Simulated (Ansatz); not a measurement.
The figure comes from a scan of SrIr$_{2}$ (cubic Laves, MgCu2 type): the cell is scaled evenly about its relaxed volume V₀. Method: r2SCAN (plane waves to 500 eV, PAW, scalar-relativistic; Ansatz, a quantum-chemistry and plane-wave program). k mesh 11×11×11 (Γ-centred), Fermi-Dirac smearing 0.05 eV. E stands for the smeared free energy. Spin-orbit coupling is left out, though Ir is heavy. SrIr2 is run without spin polarisation. SrIr2 was relaxed with its symmetry unable to fall. The zero of ΔE is the relaxed starting cell.

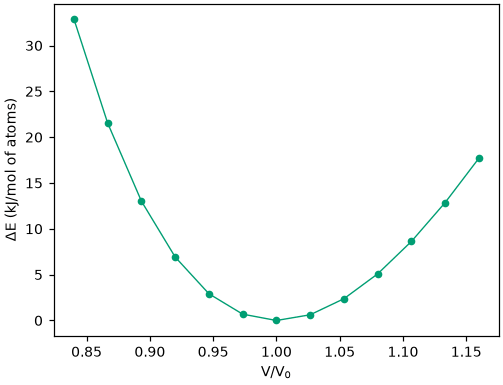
Figure: ΔE (kJ/mol of atoms) against V/V₀; computed points joined by lines.

Task: Read the plotted values off the figure, to the accuracy that the plot allows.

Result: To the nearest 0.5:

```tsv
V/V₀	ΔE (kJ/mol of atoms)
0.840	33.0
0.867	21.5
0.893	13.0
0.920	7.0
0.947	3.0
0.973	0.5
1.000	0.0
1.027	0.5
1.053	2.5
1.080	5.0
1.107	8.5
1.133	13.0
1.160	17.5
```

(A scan under strain: stresses follow from slopes of the energy per volume, elastic moduli from its curvatures.)
